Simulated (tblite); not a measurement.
## Saddle-point search of C₂H₇P

The run: saddle-point search of C₂H₇P (dimethylphosphine). Method and program: GFN2-xTB saddle search (eigenvector following) and harmonic vibrations, gas phase (tblite 0.8.0).

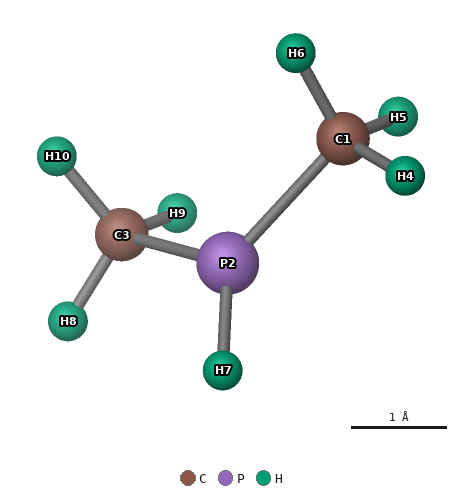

The starting structure (ball-and-stick view, seen at a tilt; atoms are numbered from 1 in the order of the input).

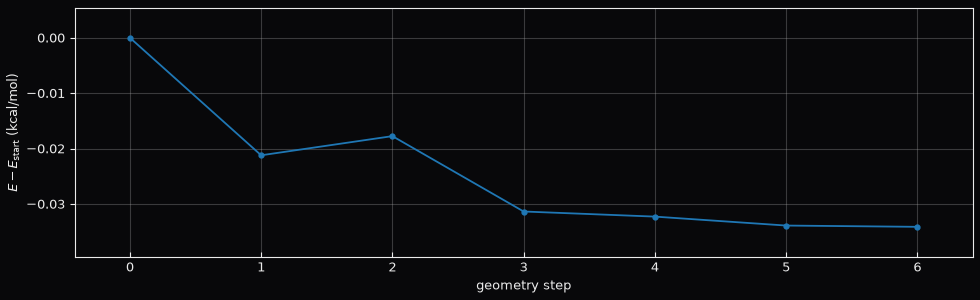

Progress of the saddle-point search, step by step (steps are counted from 0).

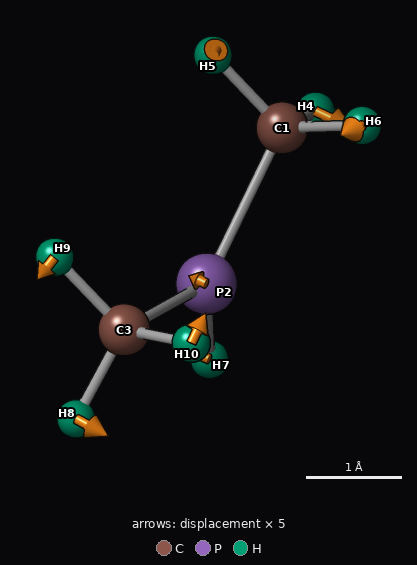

The starting structure with the displacements as orange arrows, magnified 5 times (ball-and-stick view, seen at a tilt). The two geometries are laid on each other by the best rigid fit. The energy falls by 0.03 kcal/mol in 6 geometry steps. The largest force component goes from 0.034 to 0.001 eV/Å. H7 moves most after the best rigid fit: 0.10 Å. By element the largest moves are H 0.10 Å, P 0.05 Å, C 0.01 Å. (Atoms are counted from 1 in the order of the input.)

The input that produced these results follows, with the program's output.

## Input
```
{"job": {"xc": "GFN2-xTB", "basis": "xTB", "kind": "saddle"}, "charge": 0, "multiplicity": 1}
C     -1.517295     0.190218     0.340547
P      0.030008     0.443800    -0.591284
C      1.502130    -0.444280     0.017699
H     -2.305081     0.681753    -0.222552
H     -1.729437    -0.876518     0.422407
H     -1.449657     0.631270     1.335990
H      0.077535     1.221524    -1.676041
H      2.291118    -0.275570    -0.709161
H      1.287382    -1.511070     0.091889
H      1.813296    -0.061126     0.990505
```

The first line tells a small driver script what to run in tblite; the rest is the geometry in Å.

Launched with:
```bash
OMP_NUM_THREADS=1 python <driver script> task.json out
```

## Output
```
step      E/eV     max force
  0    -279.68953   0.0382
  1    -279.69045   0.0942
  2    -279.69030   0.0304
  3    -279.69089   0.0381
  4    -279.69093   0.0351
  5    -279.69100   0.0105
  6    -279.69101   0.0010
lowest wavenumbers (cm-1): -988.5 106.6 113.1 186.8 664.4 693.4
```

## Trajectory as extended XYZ (Å, eV, eV/Å), 7 frames, from step=0 to step=6
```
10
Properties=species:S:1:pos:R:3:forces:R:3 step=0 energy=-279.68953
C    -1.5173    0.1902    0.3405   -0.0050   0.0030   0.0070
P     0.0300    0.4438   -0.5913    0.0090   0.0340   0.0150
C     1.5021   -0.4443    0.0177    0.0070   0.0010   0.0060
H    -2.3051    0.6818   -0.2226    0.0000  -0.0120  -0.0050
H    -1.7294   -0.8765    0.4224   -0.0110   0.0040  -0.0090
H    -1.4497    0.6313    1.3360    0.0140  -0.0060   0.0080
H     0.0775    1.2215   -1.6760   -0.0050  -0.0150  -0.0180
H     2.2911   -0.2756   -0.7092   -0.0060  -0.0110  -0.0040
H     1.2874   -1.5111    0.0919    0.0090   0.0000  -0.0110
H     1.8133   -0.0611    0.9905   -0.0130   0.0000   0.0110
10
Properties=species:S:1:pos:R:3:forces:R:3 step=1 energy=-279.69045
C    -1.5132    0.1939    0.3444   -0.0520   0.0120   0.0090
P     0.0206    0.4129   -0.6189    0.0010   0.0060   0.0010
C     1.5015   -0.4374    0.0234    0.0380  -0.0050  -0.0020
H    -2.2911    0.7508   -0.1752    0.0660  -0.0480   0.0470
H    -1.7839   -0.8642    0.3891    0.0130   0.0730   0.0080
H    -1.3881    0.5903    1.3557   -0.0130  -0.0370  -0.0740
H     0.0567    1.1518   -1.7319    0.0000  -0.0120   0.0170
H     2.3129   -0.2169   -0.6669   -0.0510  -0.0130   0.0440
H     1.3317   -1.5160    0.0606    0.0140   0.0530   0.0060
H     1.7529   -0.0651    1.0196   -0.0150  -0.0280  -0.0560
10
Properties=species:S:1:pos:R:3:forces:R:3 step=2 energy=-279.69030
C    -1.5143    0.1944    0.3438    0.0170  -0.0030  -0.0010
P     0.0264    0.4326   -0.6029    0.0010   0.0050   0.0040
C     1.5003   -0.4438    0.0183    0.0020  -0.0020   0.0030
H    -2.3017    0.6953   -0.2095   -0.0210   0.0150  -0.0160
H    -1.7398   -0.8690    0.4249   -0.0070  -0.0220  -0.0040
H    -1.4288    0.6308    1.3391    0.0090   0.0090   0.0240
H     0.0703    1.1967   -1.6973   -0.0020  -0.0020  -0.0090
H     2.3015   -0.2449   -0.6870    0.0010  -0.0010   0.0000
H     1.3065   -1.5163    0.0642    0.0040   0.0000  -0.0030
H     1.7796   -0.0757    1.0065   -0.0030   0.0010   0.0030
10
Properties=species:S:1:pos:R:3:forces:R:3 step=3 energy=-279.69089
C    -1.5129    0.1960    0.3456   -0.0220   0.0050   0.0020
P     0.0207    0.4132   -0.6179    0.0010   0.0050  -0.0020
C     1.5010   -0.4397    0.0215    0.0170  -0.0020  -0.0040
H    -2.2925    0.7406   -0.1807    0.0270  -0.0190   0.0190
H    -1.7762   -0.8619    0.4026    0.0040   0.0290   0.0020
H    -1.3929    0.6037    1.3514   -0.0040  -0.0160  -0.0270
H     0.0572    1.1530   -1.7298   -0.0010  -0.0070   0.0080
H     2.3138   -0.2097   -0.6622   -0.0230  -0.0060   0.0180
H     1.3353   -1.5182    0.0481    0.0060   0.0210   0.0030
H     1.7465   -0.0770    1.0213   -0.0050  -0.0100  -0.0190
10
Properties=species:S:1:pos:R:3:forces:R:3 step=4 energy=-279.69093
C    -1.5135    0.1936    0.3439   -0.0180   0.0010   0.0020
P     0.0203    0.4120   -0.6183    0.0000  -0.0010   0.0010
C     1.5020   -0.4367    0.0232   -0.0220   0.0040   0.0010
H    -2.2884    0.7527   -0.1736    0.0180  -0.0140   0.0150
H    -1.7868   -0.8624    0.3870    0.0030   0.0220   0.0020
H    -1.3879    0.5857    1.3548   -0.0040  -0.0080  -0.0190
H     0.0562    1.1505   -1.7305    0.0010   0.0000  -0.0010
H     2.3101   -0.2180   -0.6666    0.0250   0.0090  -0.0230
H     1.3338   -1.5130    0.0638   -0.0060  -0.0250  -0.0010
H     1.7542   -0.0645    1.0162    0.0040   0.0120   0.0240
10
Properties=species:S:1:pos:R:3:forces:R:3 step=5 energy=-279.69100
C    -1.5136    0.1940    0.3442   -0.0060   0.0000   0.0000
P     0.0193    0.4081   -0.6208    0.0000   0.0010  -0.0010
C     1.5021   -0.4361    0.0238    0.0050   0.0000   0.0000
H    -2.2860    0.7608   -0.1675    0.0070  -0.0060   0.0050
H    -1.7942   -0.8597    0.3832    0.0020   0.0080   0.0010
H    -1.3819    0.5801    1.3561   -0.0010  -0.0030  -0.0070
H     0.0540    1.1419   -1.7364    0.0000  -0.0010   0.0020
H     2.3129   -0.2105   -0.6628   -0.0060  -0.0020   0.0050
H     1.3393   -1.5143    0.0606    0.0010   0.0060   0.0000
H     1.7481   -0.0643    1.0196   -0.0010  -0.0040  -0.0050
10
Properties=species:S:1:pos:R:3:forces:R:3 step=6 energy=-279.69101
C    -1.5133    0.1947    0.3446    0.0000   0.0000   0.0000
P     0.0195    0.4087   -0.6206    0.0000   0.0000   0.0000
C     1.5018   -0.4369    0.0232    0.0000   0.0000   0.0000
H    -2.2870    0.7565   -0.1700    0.0000   0.0000   0.0000
H    -1.7905   -0.8595    0.3884    0.0000   0.0010   0.0000
H    -1.3837    0.5858    1.3547    0.0000   0.0000   0.0000
H     0.0544    1.1431   -1.7356    0.0000   0.0000   0.0000
H     2.3132   -0.2085   -0.6612    0.0000   0.0000   0.0000
H     1.3396   -1.5152    0.0560    0.0000   0.0000   0.0000
H     1.7460   -0.0687    1.0206    0.0000   0.0000   0.0000
```

## Results in brief

```csv
quantity,value
outcome,converged
total energy,−279.6910 eV
point group,C2v
hardware,"1 CPU thread, shared host"
wall time,0.8 s
peak memory,0.19 GiB
```
